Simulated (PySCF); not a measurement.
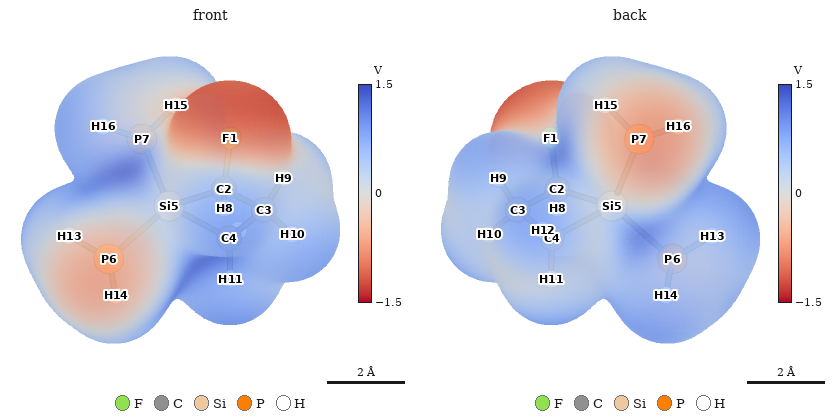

The picture shows: C3H9FP2Si. The molecular electrostatic potential painted on the density surface at 0.002 e/bohr³, seen from the front and from behind; the colour scale runs from red (negative) to blue (positive).

Geometry: GFN2-xTB.

Level of theory: wB97X-D/def2-SVPD, SCF density, gas phase (PySCF).

Input

```
{"job": {"kind": "uv", "xc": "wB97X-D", "basis": "def2-SVPD", "nstates": 8, "ntriplets": 3}, "charge": 0, "multiplicity": 1}
F      1.088080     1.830592     1.417065
C      0.910120     0.469492     1.248299
C      1.842105    -0.114410     0.184385
C      0.845412    -0.912690    -0.667901
Si    -0.648001    -0.054237     0.201190
P     -2.097570    -1.402368     1.303724
P     -1.523170     1.623211    -1.041386
H      1.032151     0.027691     2.239657
H      2.279454     0.702413    -0.388348
H      2.649019    -0.717119     0.598064
H      0.909787    -1.981125    -0.474246
H      0.966988    -0.760856    -1.737008
H     -3.210902    -0.845188     0.698701
H     -2.014888    -2.403736     0.352935
H     -0.594908     2.555331    -0.610881
H     -2.441277     1.991943    -0.068178
```

Command:

```sh
OMP_NUM_THREADS=1 python probes_run.py task.json out
```

Question: Which sites attract a positive test charge, and which a negative one?

Answer: A positive charge is drawn to the negative regions and a negative charge to the positive ones. The most negative region (about −1.2 V) lies over F1, the most positive (about +1.1 V) over C2, C4 and Si5.

Question: What dipole moment does the calculation give?

Answer: Its dipole moment is 1.62 D.
